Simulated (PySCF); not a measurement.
System: C$_{7}$H$_{4}$F$_{2}$O (SMILES C#CC#C/C=C/OC(F)F).

The calculation's input:

```
{"job": {"kind": "nmr", "xc": "PBE0", "basis": "pcSseg-1", "pop": false}, "charge": 0, "multiplicity": 1}
C      4.786200    -0.650400    -0.632700
C      3.621000    -0.415900    -0.431900
C      2.312300    -0.149200    -0.203700
C      1.141300     0.099400    -0.014800
C     -0.207700     0.365000     0.259300
C     -1.024300     0.864300    -0.669600
O     -2.362100     1.151100    -0.531300
C     -3.005400     0.696500     0.565800
F     -4.319900     0.835300     0.360500
F     -2.715400     1.431500     1.670000
H      5.799600    -0.852900    -0.808800
H     -0.533500     0.152300     1.269300
H     -0.697900     1.116100    -1.667100
H     -2.795000    -0.363400     0.812900
```

Run with:

```sh
OMP_NUM_THREADS=1 python probes_run.py task.json out
```

Geometry: GFN2-xTB, NEB image 0 of 0 to 8.

The calculation used PBE0/pcSseg-1, SCF density, gas phase, non-relativistic (PySCF 2.14.0).

**What can the converged electron density and electron localisation function tell about the bonding?**

C–C (1.21 Å): ρ is about 2.7 e/Å³ halfway; the ELF peaks at about 0.85 between the atoms: a short, multiple covalent bond.
C–O (1.35 Å): ρ at the midpoint is about 2.4 e/Å³, with its minimum of 2.1 e/Å³ about 0.5 Å from C; the ELF peaks at about 0.90 between the atoms: a polar covalent bond.
C–H (1.05 Å): the density is about 2.1 e/Å³ at the midpoint; the ELF climbs to about 1 towards the hydrogen, as it does in any bond to H; an ordinary covalent bond to hydrogen.
C–C (1.33 Å): ρ is about 2.3 e/Å³ halfway; the ELF peaks at about 0.95 between the atoms (a multiple bond).

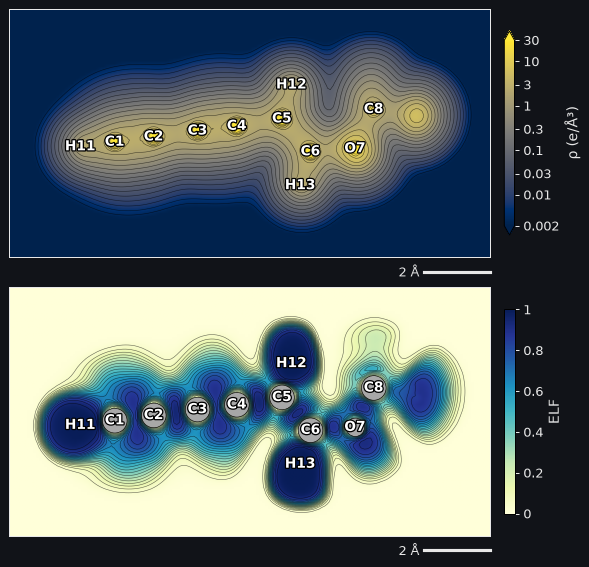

Computed electron density and electron localisation function on the plane of atoms C5, C6 and H13, in this order. Grey discs cover the atomic cores in the ELF map. 
